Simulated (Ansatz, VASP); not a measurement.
## LiCa4Ge8Au8 in two plane-wave programs

Aim: how closely do two programs agree when they are given the same cell, functional and k mesh? The structure shown is the end of the VASP relaxation below.

Method: plane waves, with VASP 6.6.1 beside it; single point at PBEsol, in Ansatz 0.2.0.

## (1) The structure

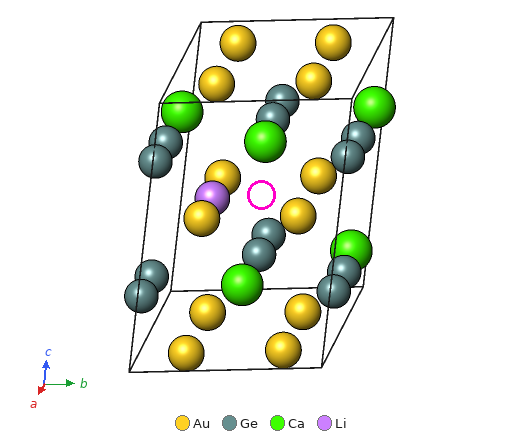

Start, viewed slightly off an axis; gold yellow, germanium teal, calcium green, lithium purple. A ring marks the centre wherever it is empty. Some periodic images of atoms are drawn too.

The cell holds 21 atoms: 8 Au, 8 Ge, 4 Ca and 1 Li. Its edges and angles: a = 10.328 Å, b = 6.240 Å, c = 12.067 Å, α = 90.0°, β = 148.9°, γ = 90.0°. It derives from CaGe2Au2. Nearest the centre at fractional (0.222, 0.500, 0.250): Li21 at 1.58 Å, Ge15 at 1.86 Å, Ca20 at 1.88 Å, Ge11 at 2.20 Å, Au3 at 2.78 Å, Au7 at 2.81 Å, Au1 at 3.24 Å, Au5 at 3.24 Å.

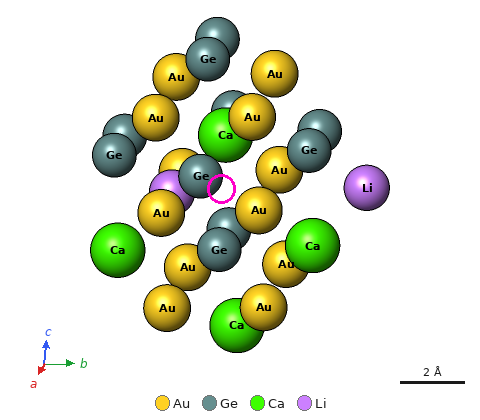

The atoms within 5 Å of the centre. A ring marks the centre wherever it is empty.

## (2) VASP: relaxation, PBEsol

This run makes the geometry at which the two programs are then compared.

Lines of VASP's logs that name or quote its potential files are left out, and so is its time.

INCAR

```
SYSTEM = LiCa4Ge8Au8
PREC = Normal
ENCUT = 280
EDIFF = 1E-05
NELM = 120
ISMEAR = 1
SIGMA = 0.15
LREAL = Auto
ALGO = Fast
GGA = PS
NBANDS = 97
LORBIT = 11
LWAVE = .FALSE.
LCHARG = .FALSE.
KPAR = 3
IBRION = 2
NSW = 60
ISIF = 2
EDIFFG = -0.05
POTIM = 0.4
MAXMIX = 40
ISYM = 0
```

POSCAR

```
LiCa4Ge8Au8
1.0
    0.0000000000      0.0000000000     10.3279839780
    4.4123825598     -4.4123825598      0.0000000000
    4.4123825598      4.4123825598    -10.3279839780
Au Ge Ca Li
8 8 4 1
Direct
    0.5032851751      0.2489211408      0.2526452882
    0.4999628414      0.2449947379      0.7490984432
    0.0008060825      0.7474660598      0.2501000930
    0.0017897239      0.7506021922      0.7507310217
    0.4970281095      0.7487001487      0.2479617270
    0.5008808803      0.7512671705      0.7514472188
   -0.0023391979      0.2488108098      0.2476450349
    0.0042576960      0.2464425870      0.7523081881
    0.6070565228     -0.0018632773     -0.0104256049
    0.6177687712     -0.0014410206      0.4995273587
    0.1193688794      0.5073199898      0.0022795349
    0.1251998735      0.5031639791      0.5060952888
    0.3776036898      0.0025701960     -0.0049000319
    0.3783218250      0.0030286724      0.4974654556
    0.8796847168      0.5019778610     -0.0023044133
    0.8814960503      0.5001357470      0.5002970487
    0.0039866544     -0.0006740551      0.0033653361
   -0.0011672476     -0.0035125751      0.4998037841
    0.5013342937      0.5044215297     -0.0004365596
    0.4965165660      0.5027846303      0.4971244281
    0.2210610834      0.2495043742      0.2507408551
```

KPOINTS

```
Automatic mesh
0
Gamma
3 3 3
0 0 0
```

PAW data sets: Au, Ge, Ca_pv and Li (PBE family, release 64).

The run is started by

```
$ mpirun -np 3 vasp_std
```

Numbers of over 12 decimals in the logs are rounded to 6 here.

Output:

```text
[banner, memory and clock lines left out]
running    3 mpi-ranks, on    1 nodes
 distrk:  each k-point on    1 cores,    3 groups
 distr:  one band on    1 cores,    1 groups

 POSCAR found type information on POSCAR AuGeCaLi
 POSCAR found :  4 types and      21 ions
|                                                                             |
|               ----> ADVICE to this user running VASP <----                  |
|                                                                             |
|     You enforced a specific xc type in the INCAR file but a different       |
|     [... a line on the potential file left out ...]
|     I HOPE YOU KNOW WHAT YOU ARE DOING!                                     |
|                                                                             |

 LDA part: xc-table for (Slater+PW92), standard interpolation
 POSCAR, INCAR and KPOINTS ok, starting setup
 FFT: planning ... GRIDC
 FFT: planning ... GRID_SOFT
 FFT: planning ... GRID
 WAVECAR not read
 entering main loop
       N       E                     dE             d eps       ncg     rms          rms(c)
DAV:   1     0.146660376836E+04    0.14666E+04   -0.34633E+04  3269   0.139E+03
DAV:   2     0.254590187754E+03   -0.12120E+04   -0.11222E+04  2828   0.437E+02
DAV:   3    -0.559838951904E+02   -0.31057E+03   -0.28554E+03  3357   0.161E+02
DAV:   4    -0.964814318869E+02   -0.40498E+02   -0.38622E+02  4143   0.631E+01
DAV:   5    -0.985282490952E+02   -0.20468E+01   -0.20024E+01  4320   0.152E+01    0.253E+01
RMM:   6    -0.887674172631E+02    0.97608E+01   -0.64413E+01  4062   0.218E+01    0.186E+01
RMM:   7    -0.888971280387E+02   -0.12971E+00   -0.57789E+00  4388   0.677E+00    0.104E+01
RMM:   8    -0.887391585113E+02    0.15797E+00   -0.15083E+00  3931   0.379E+00    0.154E+00
RMM:   9    -0.886783655101E+02    0.60793E-01   -0.28192E-01  4051   0.193E+00    0.436E-01
RMM:  10    -0.886869640070E+02   -0.85985E-02   -0.14768E-01  4476   0.919E-01    0.454E-01
RMM:  11    -0.886862860769E+02    0.67793E-03   -0.30840E-02  4020   0.533E-01    0.210E-01
RMM:  12    -0.886870107177E+02   -0.72464E-03   -0.85464E-03  4626   0.247E-01    0.106E-01
RMM:  13    -0.886872102799E+02   -0.19956E-03   -0.50552E-03  4315   0.188E-01    0.108E-01
RMM:  14    -0.886870862804E+02    0.12400E-03   -0.10134E-03  4089   0.903E-02    0.379E-02
RMM:  15    -0.886870885093E+02   -0.22289E-05   -0.48710E-04  4317   0.508E-02    0.739E-03
RMM:  16    -0.886871004140E+02   -0.11905E-04   -0.12731E-04  3595   0.253E-02    0.872E-03
RMM:  17    -0.886871040802E+02   -0.36662E-05   -0.55269E-05  3331   0.245E-02
   1 F= -.88687104E+02 E0= -.88681097E+02  d E =-.886871E+02
[... from here on, the cycles between the ionic steps are left out ...]
   2 F= -.89183329E+02 E0= -.89177591E+02  d E =-.496225E+00
  10 F= -.89848872E+02 E0= -.89846197E+02  d E =-.114929E-01
[...]
WARNING in EDDRMM: call to ZHEGV failed, returncode =   8  4     72
[...]
WARNING in EDDRMM: call to ZHEGV failed, returncode =   6  3     41
[...]
WARNING in EDDRMM: call to ZHEGV failed, returncode =   8  4     73
  11 F= -.89845571E+02 E0= -.89843318E+02  d E =-.819231E-02
  12 F= -.89849686E+02 E0= -.89847136E+02  d E =-.123078E-01
[...]
WARNING in EDDRMM: call to ZHEGV failed, returncode =   8  4     51
  13 F= -.89854440E+02 E0= -.89851871E+02  d E =-.475368E-02
[...]
WARNING in EDDRMM: call to ZHEGV failed, returncode =   6  3     52
  14 F= -.89858001E+02 E0= -.89855373E+02  d E =-.831448E-02
[...]
WARNING in EDDRMM: call to ZHEGV failed, returncode =   6  3     29
  15 F= -.89862098E+02 E0= -.89859693E+02  d E =-.409730E-02
  16 F= -.89862787E+02 E0= -.89860485E+02  d E =-.478606E-02
  17 F= -.89862847E+02 E0= -.89860564E+02  d E =-.484636E-02
 curvature:  -3.22 expect dE=-0.290E-02 dE for cont linesearch -0.511E-05
 trial: gam= 0.28691 g(F)=  0.901E-03 g(S)=  0.000E+00 ort = 0.106E-03 (trialstep = 0.219E+01)
 search vector abs. value=  0.155E-02
 bond charge predicted
       N       E                     dE             d eps       ncg     rms          rms(c)
DAV:   1    -0.898616769911E+02    0.11687E-02   -0.97594E-01  3264   0.276E+00    0.102E-01
RMM:   2    -0.898635066147E+02   -0.18296E-02   -0.18719E-02  3874   0.719E-01    0.545E-02
RMM:   3    -0.898643799205E+02   -0.87331E-03   -0.88535E-03  4652   0.356E-01    0.545E-02
RMM:   4    -0.898644073412E+02   -0.27421E-04   -0.78982E-04  4110   0.108E-01    0.452E-02
RMM:   5    -0.898644038222E+02    0.35190E-05   -0.26890E-04  4387   0.525E-02    0.289E-02
RMM:   6    -0.898644057611E+02   -0.19389E-05   -0.61669E-05  3285   0.285E-02
  18 F= -.89864406E+02 E0= -.89862321E+02  d E =-.155857E-02
 trial-energy change:   -0.001559  1 .order   -0.001370   -0.002037   -0.000703
 step:   2.7438(harm=  3.3380)  dis= 0.00671  next Energy=   -89.864499 (dE=-0.165E-02)
 reached required accuracy - stopping structural energy minimisation
```

OUTCAR, selected parts (step 2):

```text
ion  position               nearest neighbor table
   1  0.503  0.249  0.253-  16 2.58  10 2.59  13 2.61  11 2.63  21 2.90   8 3.12   5 3.12   5 3.12
                             8 3.12  18 3.38  17 3.39  20 3.40  19 3.43
   2  0.500  0.245  0.749-   9 2.55  14 2.56  12 2.60  15 2.61   6 3.08   7 3.11   7 3.13   6 3.16
                            17 3.39  18 3.40  20 3.41  19 3.42
   3  0.001  0.747  0.250-  15 2.58  12 2.59  14 2.59   9 2.64   7 3.11   6 3.11   7 3.13   6 3.13
                            20 3.36  19 3.37  17 3.39  18 3.41
   4  0.002  0.751  0.751-  13 2.58  11 2.59  16 2.59  10 2.59   8 3.09   5 3.10   5 3.14   8 3.15
                            18 3.37  19 3.39  17 3.40  20 3.41
   5  0.497  0.749  0.248-  11 2.54  10 2.59  16 2.60  13 2.63   4 3.10   1 3.12   1 3.12   4 3.14
                            17 3.37  20 3.38  18 3.39  19 3.40
   6  0.501  0.751  0.751-   9 2.54  12 2.56  15 2.58  14 2.61   2 3.08   3 3.11   3 3.13   2 3.16
                            19 3.36  18 3.39  20 3.40  17 3.41
   7  0.998  0.249  0.248-  21 2.28  14 2.57  15 2.61   9 2.63  12 2.64   2 3.11   3 3.11   3 3.13
                             2 3.13  17 3.38  19 3.39  20 3.40  18 3.42
   8  0.004  0.246  0.752-  13 2.54  16 2.60  10 2.61  11 2.65   4 3.09   1 3.12   1 3.12   4 3.15
                            18 3.38  17 3.40  19 3.41  20 3.45
   9  0.607  0.998  0.990-  13 2.43   6 2.54   2 2.55   7 2.63   3 2.64  18 3.29  19 3.31  19 3.38
                            18 3.41
  10  0.618  0.999  0.500-  14 2.45   1 2.59   5 2.59   4 2.59   8 2.61  21 2.68  17 3.33  20 3.33
                            17 3.37  20 3.38
  11  0.119  0.507  0.002-  15 2.43   5 2.54   4 2.59   1 2.63   8 2.65  21 2.70  17 3.30  20 3.32
                            20 3.38  17 3.39
  12  0.125  0.503  0.506-  16 2.46   6 2.56   3 2.59   2 2.60   7 2.64  19 3.31  18 3.32  19 3.39
                            18 3.40
  13  0.378  0.003  0.995-   9 2.43   8 2.54   4 2.58   1 2.61   5 2.63  18 3.32  19 3.34  19 3.37
                            18 3.37
  14  0.378  0.003  0.497-  21 2.36  10 2.45   2 2.56   7 2.57   3 2.59   6 2.61  17 3.32  20 3.35
                            20 3.35  17 3.39
  15  0.880  0.502  0.998-  21 2.41  11 2.43   6 2.58   3 2.58   7 2.61   2 2.61  17 3.34  20 3.34
                            20 3.35  17 3.37
  16  0.881  0.500  0.500-  12 2.46   1 2.58   4 2.59   5 2.60   8 2.60  18 3.33  19 3.36  19 3.36
                            18 3.37
  17  0.004  0.999  0.003-  21 2.22  11 3.30  14 3.32  10 3.33  15 3.34  15 3.37   5 3.37  10 3.37
                             7 3.38  11 3.39  14 3.39   3 3.39   1 3.39   2 3.39   8 3.40   4 3.40
  18  0.999  0.996  0.500-   9 3.29  13 3.32  12 3.32  16 3.33  16 3.37   4 3.37  13 3.37   8 3.38
                             1 3.38   6 3.39   5 3.39  12 3.40   2 3.40   3 3.41   9 3.41   7 3.42
  19  0.501  0.504  1.000-   9 3.31  12 3.31  13 3.34  16 3.36   6 3.36  16 3.36  13 3.37   3 3.37
                             9 3.38  12 3.39   4 3.39   7 3.39   5 3.40   8 3.41   2 3.42   1 3.43
  20  0.497  0.503  0.497-  21 2.23  11 3.32  10 3.33  15 3.34  14 3.35  15 3.35  14 3.35   3 3.36
                            10 3.38  11 3.38   5 3.38   7 3.40   1 3.40   6 3.40   2 3.41   4 3.41
  21  0.221  0.250  0.251-  17 2.22  20 2.23   7 2.28  14 2.36  15 2.41  10 2.68  11 2.70   1 2.90

 Found     14 irreducible k-points:

   k-points           NKPTS =     14   k-points in BZ     NKDIM =     14   number of bands    NBANDS=     97

   dimension x,y,z NGX =    42 NGY =   28 NGZ =   50
   dimension x,y,z NGXF=    84 NGYF=   56 NGZF=  100

   ENCUT  =  280.0 eV  20.58 Ry    4.54 a.u.  14.09  8.51 16.46*2*pi/ulx,y,z

   NELECT =     153.0000    total number of electrons

 k-points in reciprocal lattice and weights: Automatic mesh
   0.00000000  0.00000000  0.00000000       0.037
   0.33333333  0.00000000  0.00000000       0.074
   0.33333333 -0.33333333 -0.33333333       0.074
   0.33333333  0.00000000  0.33333333       0.074
   0.33333333  0.33333333 -0.33333333       0.074
   0.00000000  0.33333333  0.00000000       0.074
   0.00000000  0.00000000  0.33333333       0.074
   0.33333333  0.33333333  0.00000000       0.074
   0.33333333 -0.33333333  0.00000000       0.074
[...]
0.00000000  0.33333333  0.33333333       0.074
   0.00000000 -0.33333333  0.33333333       0.074

 average (electrostatic) potential at core
       1 -67.7318       2 -67.6443       3 -67.6458       4 -67.6751       5 -67.6476
       6 -67.6941       7 -67.7191       8 -67.6460       9 -30.0257      10 -30.0292
      11 -30.0289      12 -30.0253      13 -30.0221      14 -30.0336      15 -30.0329
      16 -30.0214      17 -44.5304      18 -44.4574      19 -44.4583      20 -44.5301
      21 -24.2197

 E-fermi :   6.4425

 k-point     1 :       0.0000    0.0000    0.0000
  band No.  band energies     occupation
    ...
     72       4.9706      2.00000
     73       5.0314      2.00000
     74       5.1234      2.00000
     75       5.4601      2.00000
     76       6.4307      1.13294
     77       6.6602     -0.05953
     78       6.9534     -0.00002
     79       7.1179     -0.00000
     80       7.1969     -0.00000
     81       7.3646     -0.00000
    ...

 k-point     2 :       0.3333    0.0000    0.0000
  band No.  band energies     occupation
    ...
     73       5.1017      2.00000
     74       5.6400      2.00000
     75       5.7411      2.00000
     76       5.8342      2.00000
     77       6.1348      2.01350
     78       6.8605     -0.00058
     79       7.1556     -0.00000
     80       7.7385     -0.00000
     81       7.8113     -0.00000
     82       8.1078     -0.00000
    ...

 k-point     3 :       0.3333   -0.3333   -0.3333
  band No.  band energies     occupation
    ...
     73       5.1040      2.00000
     74       5.6420      2.00000
     75       5.7407      2.00000
     76       5.8308      2.00000
     77       6.1362      2.01393
     78       6.8631     -0.00054
     79       7.1551     -0.00000
     80       7.7290     -0.00000
     81       7.8185     -0.00000
     82       8.1115     -0.00000
    ...

  Total       11.4436966      4.7622784      3.2955799      0.0393740     -0.0486268      0.0224135
  in kB       45.5916223     18.9728903     13.1295717      0.1568659     -0.1937289      0.0892952
  external PRESSURE =      25.8980281 kB  Pullay stress =       0.0000000 kB

  energy-cutoff  :      280.00
  volume of cell :      402.15
      direct lattice vectors                 reciprocal lattice vectors
     0.000000000  0.000000000 10.327983978     0.113317464  0.113317464  0.096824318
     4.412382560 -4.412382560  0.000000000     0.113317464 -0.113317464  0.000000000
     4.412382560  4.412382560-10.327983978     0.113317464  0.113317464  0.000000000

 POSITION                                       TOTAL-FORCE (eV/Angst)
 -----------------------------------------------------------------------------------
      2.20595     -0.00388      2.55387         0.004113     -0.005070     -0.004721
      4.40620      2.20950     -2.58294        -0.001919     -0.001280      0.028554
      4.40474     -2.20480      7.73736        -0.002140      0.009206      0.030736
      6.61803     -0.00332     -7.57670        -0.003095      0.005233     -0.015497
      4.41714     -2.20934      2.54955        -0.007982      0.005208      0.004211
      6.61862     -0.00853     -2.70695        -0.004544      0.005562     -0.043900
      2.20422     -0.00513      7.69869         0.007931     -0.007511      0.021901
      4.41495      2.20105      2.54840         0.004552     -0.000603      0.012731
      0.01502      0.00281      6.35933         0.019833     -0.005530     -0.024244
      6.62231     -2.17368      1.23401        -0.005651     -0.014645     -0.015263
      6.62295      2.16576     -9.09464         0.005459      0.011681      0.002694
      4.39653      0.00396     -3.96611        -0.022798      0.000369     -0.011022
      0.04075     -0.00161      3.93951         0.003060     -0.007204      0.009528
      6.60904     -2.19437     -1.26390         0.004870      0.007861      0.023670
      6.61343      2.18114     -1.26394        -0.002846     -0.015699      0.006255
      4.36991     -0.00438      3.94352         0.000151      0.003359     -0.012979
      8.42900     -0.00746     -0.00411         0.011193      0.007761     -0.004269
      2.20764      2.20544      5.15024        -0.002693      0.003064      0.004718
      6.61443      2.20314     -5.18201         0.004698     -0.000667      0.015120
      4.80753      0.00128      0.00541        -0.011002     -0.009304     -0.010755
      2.20661     -0.00719     -0.02604        -0.001189      0.008208     -0.017469
 -----------------------------------------------------------------------------------
    total drift:                               -0.001842     -0.024538      0.012347

  FREE ENERGIE OF THE ION-ELECTRON SYSTEM (eV)
  ---------------------------------------------------
  free  energy   TOTEN  =       -89.8644057611 eV

  energy  without entropy=      -89.8581524544  energy(sigma->0) =      -89.86232133

 reached required accuracy - stopping structural energy minimisation

 total charge
# of ion       s       p       d       tot
------------------------------------------
    1        0.638   0.456   8.678   9.772
    2        0.636   0.428   8.688   9.752
    3        0.636   0.429   8.688   9.753
    4        0.646   0.445   8.682   9.773
    5        0.637   0.429   8.687   9.753
    6        0.643   0.451   8.682   9.775
    7        0.639   0.452   8.678   9.770
    8        0.637   0.429   8.687   9.753
    9        1.135   1.200   0.091   2.426
   10        1.136   1.210   0.090   2.436
   11        1.137   1.210   0.089   2.436
   12        1.135   1.200   0.091   2.426
   13        1.135   1.200   0.091   2.426
   14        1.136   1.210   0.090   2.435
   15        1.136   1.210   0.090   2.436
   16        1.135   1.200   0.091   2.426
   17        0.193   6.149   0.531   6.873
   18        0.169   6.133   0.460   6.762
   19        0.169   6.133   0.460   6.762
   20        0.193   6.149   0.532   6.874
   21        0.158   0.262   0.000   0.420
--------------------------------------------------
tot         15.081  37.984  72.175 125.239

[... 3 further parts left out ...]
```

(Part 1 of 2 ends here.)

[Lines on the potential files, build, host, timing and source positions are cut from VASP's logs without a mark.]

[Logs are printed without paths, hosts, clocks, repeated set-up lines and the standing remarks that a program may print on its own settings, such as how far it seeks lower states.]

[Hosts, paths, dates, database ids (printed as entryN), source tags and the programs' standing remarks are cut or masked in the printed files.]
